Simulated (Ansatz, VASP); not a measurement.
# ZnO: VASP beside Ansatz, part 2 of 2

Aim: how closely do two programs agree when they are given the same cell, functional and k mesh? The cell is taken from a series of VASP runs on this material, whose earlier steps may have relaxed, scaled or displaced it; both programs get it as it stands. Other levels of theory on this material are compared in a session of their own. Valence electrons are named where the data sets of a main pair hold unlike numbers.

VASP 6.6.1 and Ansatz 0.2.0.

So far: Starting point; Ansatz: band structure, PBE, spin-orbit coupling.

## Step 3: VASP: band structure, PBE, spin-orbit coupling

Level of this step: PBE, spin-orbit coupling; plane waves and PAW (Zn, O) (VASP).

The same cell, functional, mesh and smearing now go to VASP, with its own data sets.

Lines of VASP's logs that name or quote its potential files are left out, and so is its time.

File INCAR:

```
SYSTEM = ZnO
PREC = Accurate
ENCUT = 520
EDIFF = 1E-06
NELM = 100
ISMEAR = 0
SIGMA = 0.02
LREAL = .FALSE.
ALGO = Normal
GGA = PE
LNONCOLLINEAR = .TRUE.
MAGMOM = 0 0 0 0 0 0 0 0 0 0 0 0
NBANDS = 48
GGA_COMPAT = .FALSE.
LASPH = .TRUE.
LSORBIT = .TRUE.
LORBIT = 11
LWAVE = .FALSE.
LCHARG = .FALSE.
KPAR = 4
ISIF = 2
```

File POSCAR:

```
ZnO
1.0
    3.2493080000      0.0000000000      0.0000000000
   -1.6246540000      2.8139830000      0.0000000000
    0.0000000000      0.0000000000      5.2057090000
Zn O
2 2
Direct
    0.3333330000      0.6666670000      0.4989739082
    0.6666670000      0.3333330000      0.9989739082
    0.6666670000      0.3333330000      0.3800360918
    0.3333330000      0.6666670000      0.8800360918
```

File KPOINTS:

```
Automatic mesh
0
Gamma
10 10 6
0 0 0
```

File KPOINTS_OPT:

```
Line mode
16
Line-mode
Reciprocal
  0.00000000   0.00000000   0.00000000 GAMMA
  0.50000000   0.00000000   0.00000000 M

  0.50000000   0.00000000   0.00000000 M
  0.33333333   0.33333333   0.00000000 K

  0.33333333   0.33333333   0.00000000 K
  0.00000000   0.00000000   0.00000000 GAMMA

  0.00000000   0.00000000   0.00000000 GAMMA
  0.00000000   0.00000000   0.50000000 A

  0.00000000   0.00000000   0.50000000 A
  0.50000000   0.00000000   0.50000000 L

  0.50000000   0.00000000   0.50000000 L
  0.33333333   0.33333333   0.50000000 H

  0.33333333   0.33333333   0.50000000 H
  0.00000000   0.00000000   0.50000000 A

  0.50000000   0.00000000   0.50000000 L
  0.50000000   0.00000000   0.00000000 M

  0.33333333   0.33333333   0.00000000 K
  0.33333333   0.33333333   0.50000000 H
```

The projector-augmented-wave data sets are Zn and O (PBE family, release 64).

Started as:

```bash
> mpirun -np 4 vasp_ncl
```

Numbers of over 12 decimals in the logs are rounded to 6 here.

The log of the run:

```text
[banner, memory and clock lines left out]
running    4 mpi-ranks, on    1 nodes
 distrk:  each k-point on    1 cores,    4 groups
 distr:  one band on    1 cores,    1 groups

 POSCAR found type information on POSCAR ZnO
 POSCAR found :  2 types and       4 ions
 LDA part: xc-table for (Slater+PW92), standard interpolation
 POSCAR, INCAR and KPOINTS ok, starting setup
 FFT: planning ... GRIDC
 FFT: planning ... GRID_SOFT
 FFT: planning ... GRID
 WAVECAR not read
 entering main loop
       N       E                     dE             d eps       ncg     rms          rms(c)
DAV:   1     0.384604040361E+03    0.38460E+03   -0.17100E+04  8120   0.219E+03
DAV:   2     0.401661572946E+02   -0.34444E+03   -0.32173E+03  8128   0.528E+02
DAV:   3    -0.182748600165E+02   -0.58441E+02   -0.57094E+02  8944   0.195E+02
DAV:   4    -0.210505097021E+02   -0.27756E+01   -0.27620E+01  9160   0.455E+01
DAV:   5    -0.210719021729E+02   -0.21392E-01   -0.21390E-01  8520   0.424E+00    0.147E+01
DAV:   6    -0.176253433614E+02    0.34466E+01   -0.79506E+00 12832   0.670E+01    0.894E+00
DAV:   7    -0.178732085692E+02   -0.24787E+00   -0.32862E+00  8208   0.188E+01    0.543E+00
DAV:   8    -0.179009027755E+02   -0.27694E-01   -0.70979E-01 11336   0.102E+01    0.190E+00
DAV:   9    -0.178263473554E+02    0.74555E-01   -0.17063E-01 11624   0.891E+00    0.370E-01
DAV:  10    -0.178306994811E+02   -0.43521E-02   -0.61864E-02  8360   0.185E+00    0.124E-01
DAV:  11    -0.178308634789E+02   -0.16400E-03   -0.39702E-04  9168   0.171E-01    0.885E-02
DAV:  12    -0.178308863550E+02   -0.22876E-04   -0.25514E-04  8752   0.152E-01    0.164E-02
DAV:  13    -0.178309018651E+02   -0.15510E-04   -0.29407E-05 10456   0.109E-01    0.139E-02
DAV:  14    -0.178309043650E+02   -0.24999E-05   -0.91581E-06  9032   0.586E-02    0.126E-02
DAV:  15    -0.178309019783E+02    0.23867E-05   -0.32931E-06  9048   0.228E-02    0.334E-03
DAV:  16    -0.178309018042E+02    0.17411E-06   -0.19698E-06  7624   0.117E-02
   1 F= -.17830902E+02 E0= -.17830902E+02  d E =-.176283E-12  mag=     0.0000    -0.0000     0.0000
 Start KPOINTS_OPT (optional k-point list driver)
k-point batch [1-84\144]
       N       E                     dE             ncg
DAV:   1     0.201844031894E+05   -0.42295E+05     8104
DAV:   2    -0.787236681660E+04   -0.28057E+05     8168
DAV:   3    -0.123039460944E+05   -0.44316E+04     9008
DAV:   4    -0.125002143488E+05   -0.19627E+03     9400
DAV:   5    -0.125017655125E+05   -0.15512E+01     8528
DAV:   6    -0.125017809831E+05   -0.15471E-01     9352
DAV:   7    -0.125017812184E+05   -0.23521E-03     8600
DAV:   8    -0.125017812226E+05   -0.42949E-05     7120
DAV:   9    -0.125017812228E+05   -0.17036E-06     5440
k-point batch [85-144\144]
       N       E                     dE             ncg
DAV:   1     0.331768231312E+05   -0.63260E+05     5808
DAV:   2     0.133623847685E+05   -0.19814E+05     5776
DAV:   3     0.101629532077E+05   -0.31994E+04     6456
DAV:   4     0.100210441002E+05   -0.14191E+03     6464
DAV:   5     0.100198670473E+05   -0.11771E+01     5912
DAV:   6     0.100198561670E+05   -0.10880E-01     6440
DAV:   7     0.100198560203E+05   -0.14668E-03     6088
DAV:   8     0.100198560181E+05   -0.22000E-05     4688
DAV:   9     0.100198560180E+05   -0.97698E-07     3592
```

OUTCAR, selected parts (step 3):

```text
ion  position               nearest neighbor table
   1  0.333  0.667  0.499-   3 1.98   3 1.98   3 1.98   4 1.98
   2  0.667  0.333  0.999-   4 1.98   4 1.98   4 1.98   3 1.98
   3  0.667  0.333  0.380-   1 1.98   1 1.98   1 1.98   2 1.98
   4  0.333  0.667  0.880-   2 1.98   2 1.98   2 1.98   1 1.98

  LATTYP: Found a hexagonal cell.
 ALAT       =     3.2493080000
 C/A-ratio  =     1.6020977390

 Subroutine GETGRP returns: Found 12 space group operations
 (whereof  6 operations were pure point group operations)

The static configuration has the point symmetry C_3v.
 The point group associated with its full space group is C_6v.

 Found     84 irreducible k-points:

   k-points           NKPTS =     84   k-points in BZ     NKDIM =     84   number of bands    NBANDS=     48

   dimension x,y,z NGX =    24 NGY =   24 NGZ =   40
   dimension x,y,z NGXF=    48 NGYF=   48 NGZF=   80

   ENCUT  =  520.0 eV  38.22 Ry    6.18 a.u.   6.04  6.04  9.68*2*pi/ulx,y,z

   NELECT =      36.0000    total number of electrons

 k-points in reciprocal lattice and weights: Automatic mesh
   0.00000000  0.00000000  0.00000000       0.002
   0.10000000  0.00000000  0.00000000       0.010
   0.20000000  0.00000000  0.00000000       0.010
   0.30000000  0.00000000  0.00000000       0.010
   0.40000000  0.00000000  0.00000000       0.010
   0.50000000  0.00000000  0.00000000       0.005
   0.10000000  0.10000000  0.00000000       0.010
   0.20000000  0.10000000  0.00000000       0.020
   0.30000000  0.10000000  0.00000000       0.020
[...]
0.40000000  0.20000000  0.50000000       0.010
   0.30000000  0.30000000  0.50000000       0.010

 average (electrostatic) potential at core
       1 -35.8021       2 -35.8021       3 -73.1455       4 -73.1455

 E-fermi :   1.3092

 k-point     1 :       0.0000    0.0000    0.0000
  band No.  band energies     occupation
    ...
     32       1.1166      1.00000
     33       1.1902      1.00000
     34       1.1902      1.00000
     35       1.2232      1.00000
     36       1.2232      1.00000
     37       1.9928      0.00000
     38       1.9928      0.00000
     39       6.4000      0.00000
     40       6.4000      0.00000
     41       9.4553      0.00000
    ...

 k-point     2 :       0.1000    0.0000    0.0000
  band No.  band energies     occupation
    ...
     32       0.6019      1.00000
     33       1.0420      1.00000
     34       1.0605      1.00000
     35       1.1302      1.00000
     36       1.1406      1.00000
     37       2.7339      0.00000
     38       2.7360      0.00000
     39       6.8092      0.00000
     40       6.8198      0.00000
     41       9.4481      0.00000
    ...

 k-point     3 :       0.2000    0.0000    0.0000
  band No.  band energies     occupation
    ...
     32      -0.0591      1.00000
     33       0.8276      1.00000
     34       0.8670      1.00000
     35       0.9286      1.00000
     36       0.9453      1.00000
     37       3.8604      0.00000
     38       3.8663      0.00000
     39       7.7432      0.00000
     40       7.7553      0.00000
     41       9.4136      0.00000
    ...

  Total        1.7022115      1.7022112      1.9087443      0.0000000      0.0000000      0.0000000
  in kB       57.2969989     57.2969877     64.2489593      0.0000000      0.0000000      0.0000000
  external PRESSURE =      59.6143153 kB  Pullay stress =       0.0000000 kB

  energy-cutoff  :      520.00
  volume of cell :       47.60
      direct lattice vectors                 reciprocal lattice vectors
     3.249308000  0.000000000  0.000000000     0.307757836  0.177684087  0.000000000
    -1.624654000  2.813983000  0.000000000     0.000000000  0.355368174  0.000000000
     0.000000000  0.000000000  5.205709000     0.000000000  0.000000000  0.192096792

 POSITION                                       TOTAL-FORCE (eV/Angst)
 -----------------------------------------------------------------------------------
     -0.00000      1.87599      2.59751         0.000000      0.000000      0.000052
      1.62466      0.93799      5.20037        -0.000000     -0.000000      0.000052
      1.62466      0.93799      1.97836        -0.000000     -0.000000     -0.000052
     -0.00000      1.87599      4.58121         0.000000      0.000000     -0.000052
 -----------------------------------------------------------------------------------
    total drift:                                0.000412     -0.000238     -0.002557

  FREE ENERGIE OF THE ION-ELECTRON SYSTEM (eV)
  ---------------------------------------------------
  free  energy   TOTEN  =       -17.8309018042 eV

  energy  without entropy=      -17.8309018042  energy(sigma->0) =      -17.83090180

 Spin-Orbit-Coupling matrix elements
 Ion:    1  E_soc:     -0.0076889
 Ion:    2  E_soc:     -0.0076889
 Ion:    3  E_soc:     -0.0002420
 Ion:    4  E_soc:     -0.0002420

 total charge
# of ion       s       p       d       tot
------------------------------------------
    1        0.458   0.488   9.904  10.850
    2        0.458   0.488   9.904  10.850
    3        1.550   3.459   0.000   5.009
    4        1.550   3.459   0.000   5.009
--------------------------------------------------
tot          4.014   7.894  19.808  31.717

 magnetization (x)
# of ion       s       p       d       tot
------------------------------------------
    1        0.000  -0.000  -0.000  -0.000
    2        0.000  -0.000   0.000   0.000
    3       -0.000  -0.000   0.000  -0.000
    4        0.000  -0.000   0.000  -0.000
--------------------------------------------------
tot          0.000  -0.000   0.000  -0.000

 magnetization (y)
# of ion       s       p       d       tot
------------------------------------------
    1        0.000   0.000   0.000   0.000
    2        0.000   0.000  -0.000  -0.000
    3        0.000   0.000   0.000   0.000
    4        0.000   0.000   0.000   0.000
--------------------------------------------------
tot          0.000   0.000  -0.000   0.000

 magnetization (z)
# of ion       s       p       d       tot
------------------------------------------
    1        0.000   0.000   0.000   0.000
    2        0.000   0.000   0.000   0.000
    3        0.000   0.000   0.000   0.000
    4        0.000   0.000   0.000   0.000
--------------------------------------------------
tot          0.000   0.000   0.000   0.000

[... 3 further parts left out ...]
```

The run ends at a pressure of 5.96 GPa.

## Step 4: Differences

Known differences besides the potentials themselves: spin-orbit coupling enters by fully relativistic files in Ansatz and inside the spheres in VASP; the cutoff is 420 eV in Ansatz and 520 eV in VASP. Total energies have different zeros and are not compared.

Both answers:

| quantity | Ansatz | VASP | difference |
| --- | --- | --- | --- |
| pressure (GPa) | 4.88 | 5.96 | -1.08 |
| pressure without Ansatz's Pulay correction (GPa) | 4.15 | 5.96 | -1.81 |
| gap over the path points (eV) | 0.784 | 0.770 | +0.015 |

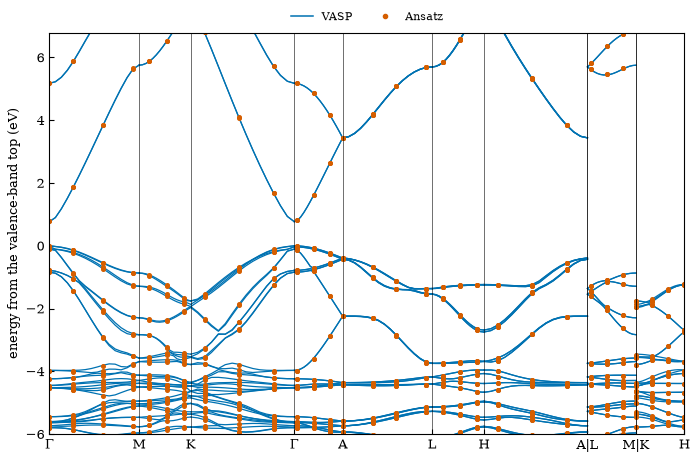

Bands from VASP (lines) and levels from Ansatz (dots). Dots without a line are higher empty bands that the VASP plot leaves out.

Levels at points of the path, from each program's valence-band top (eV; 8 filled, then empty):

| k (reciprocal lattice) | Ansatz | VASP |
| --- | --- | --- |
| 0.000 0.000 0.000 | -0.78 -0.78 -0.11 -0.11 -0.03 -0.03 0.00 0.00 0.78 0.78 5.20 5.20 8.23 8.23 | -0.78 -0.78 -0.11 -0.11 -0.03 -0.03 0.00 0.00 0.77 0.77 5.18 5.18 8.23 8.23 |
| 0.133 0.000 0.000 | -1.04 -1.04 -0.89 -0.87 -0.24 -0.21 -0.15 -0.14 1.88 1.88 5.88 5.90 8.22 8.22 | -1.05 -1.05 -0.89 -0.87 -0.24 -0.21 -0.15 -0.14 1.87 1.87 5.87 5.88 8.22 8.22 |
| 0.300 0.000 0.000 | -2.11 -2.05 -1.75 -1.73 -0.73 -0.68 -0.56 -0.54 3.85 3.86 7.38 7.38 8.06 8.06 | -2.11 -2.05 -1.75 -1.73 -0.73 -0.68 -0.56 -0.54 3.84 3.85 7.36 7.37 8.05 8.05 |
| 0.467 0.000 0.000 | -2.84 -2.80 -2.27 -2.27 -1.27 -1.25 -0.86 -0.85 5.64 5.65 6.96 6.97 7.63 7.63 | -2.84 -2.80 -2.28 -2.27 -1.27 -1.25 -0.86 -0.85 5.63 5.64 6.95 6.95 7.62 7.62 |
| 0.467 0.067 0.000 | -2.86 -2.86 -2.36 -2.34 -1.34 -1.31 -0.95 -0.93 5.89 5.89 6.98 6.98 7.64 7.64 | -2.86 -2.86 -2.37 -2.35 -1.35 -1.32 -0.95 -0.93 5.88 5.88 6.96 6.97 7.62 7.62 |
| 0.411 0.178 0.000 | -3.25 -3.22 -2.39 -2.36 -1.61 -1.54 -1.29 -1.24 6.52 6.53 7.50 7.50 7.69 7.69 | -3.26 -3.22 -2.40 -2.36 -1.61 -1.55 -1.29 -1.24 6.51 6.51 7.49 7.49 7.67 7.67 |
| 0.356 0.289 0.000 | -3.49 -3.42 -2.11 -2.06 -1.86 -1.78 -1.68 -1.65 7.36 7.36 7.72 7.73 7.83 7.83 | -3.49 -3.42 -2.11 -2.07 -1.86 -1.79 -1.69 -1.65 7.35 7.35 7.71 7.71 7.81 7.82 |
| 0.289 0.289 0.000 | -3.29 -3.27 -2.35 -2.32 -1.64 -1.58 -1.57 -1.53 6.80 6.81 7.71 7.71 8.22 8.22 | -3.29 -3.26 -2.35 -2.32 -1.64 -1.59 -1.57 -1.54 6.79 6.79 7.69 7.70 8.21 8.21 |
| 0.178 0.178 0.000 | -2.44 -2.43 -1.90 -1.85 -0.80 -0.75 -0.72 -0.68 4.08 4.09 7.52 7.53 8.36 8.37 | -2.44 -2.43 -1.90 -1.86 -0.80 -0.75 -0.72 -0.68 4.07 4.08 7.51 7.51 8.35 8.35 |
| 0.067 0.067 0.000 | -1.05 -1.04 -0.72 -0.70 -0.21 -0.18 -0.12 -0.11 1.69 1.69 5.73 5.74 8.23 8.23 | -1.05 -1.04 -0.72 -0.70 -0.21 -0.18 -0.12 -0.11 1.68 1.68 5.71 5.72 8.22 8.22 |

Among the levels compared at these points, filled levels agree within 11 meV and empty ones within 23 meV. Ansatz's pressure holds a Pulay correction of 0.73 GPa; VASP's holds none.

## Step 5: Further runs

Further runs change the set-up of one program: Ansatz's method, potentials or start, or VASP's data sets, cutoff or form of LDA. The table gives Ansatz less VASP for each quantity, since a change that brings one quantity closer may part another.

| run | r.m.s. force difference (meV/Å) | pressure (GPa) | gap over the path points (eV) |
| --- | --- | --- | --- |
| as above | 0.49 | -1.1 | 0.015 |
| Ansatz's larger PAW set (cutoff 900 eV) | 0.81 | -1.2 | 0.030 |
| norm-conserving potentials (cutoff 1143 eV) | 0.66 | -1.5 | 0.082 |

## Step 6: Summary of results

```json
{
 "difference in pressure (band structure, PBE, spin-orbit coupling)": "-1.1 GPa"
}
```

In words: The difference in pressure is -1.1 GPa (band structure, PBE, spin-orbit coupling), beyond the 1 GPa picked in this series as the mark of a large difference. Band structure, PBE, spin-orbit coupling, Ansatz's larger PAW set (cutoff 900 eV): r.m.s. force difference goes from 0.49 to 0.81 meV/Å; the difference in gap over the path points goes from 0.015 to 0.030 eV. Band structure, PBE, spin-orbit coupling, norm-conserving potentials (cutoff 1143 eV): r.m.s. force difference goes from 0.49 to 0.66 meV/Å; the difference in pressure goes from -1.1 to -1.5 GPa; the difference in gap over the path points goes from 0.015 to 0.082 eV. 14 further runs of this series are not shown here. How closely two codes agree says nothing of how well the functional describes the real material.

[Lines on the potential files, build, host, timing and source positions are cut from VASP's logs without a mark.]

[Logs are printed without paths, hosts, clocks, repeated set-up lines and the standing remarks that a program may print on its own settings, such as how far it seeks lower states.]

[Hosts, paths, dates, database ids (printed as entryN), source tags and the programs' standing remarks are cut or masked in the printed files.]
